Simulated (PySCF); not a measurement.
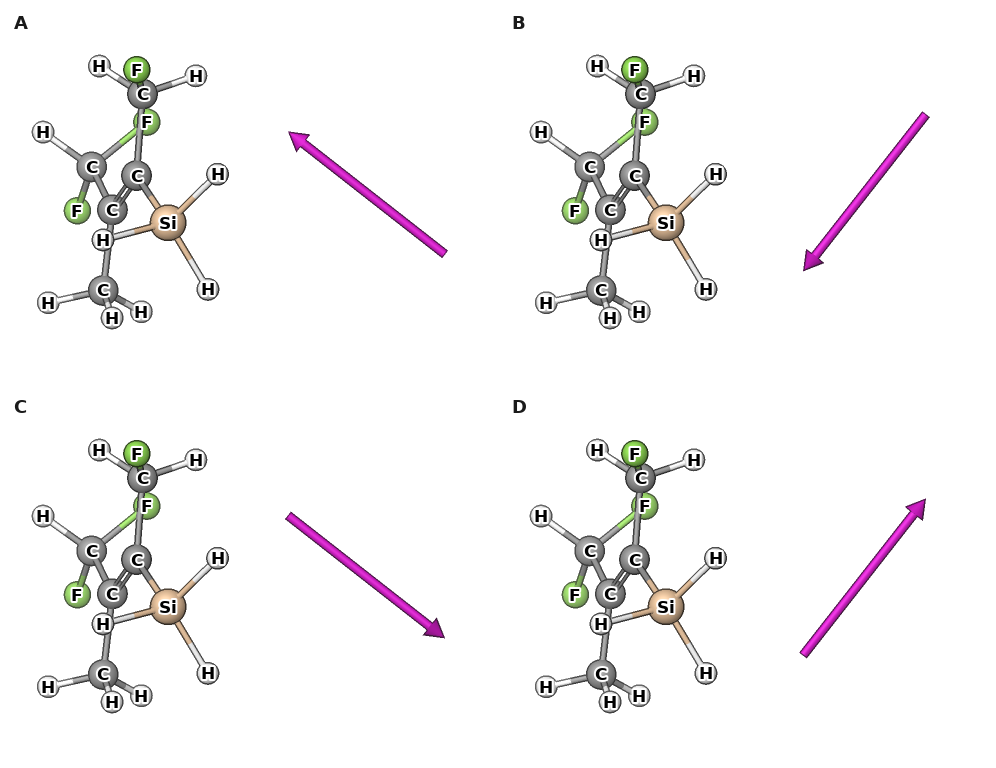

The same molecule four times, each with an arrow. The computed structure is the end point of a GFN2-xTB optimisation. No frequency run is at hand to confirm it as a minimum. Properties computed with PBE0/pcSseg-1, gas phase (PySCF 2.14.0).

Which arrow points along the dipole moment, from the negative to the positive end?

B. The dipole moment is 1.17 D.

The geometry is semi-empirical. Around Si such bond lengths and angles can be off by a tenth of an ångström or more and by several degrees, and values that hang on the shape move with them.
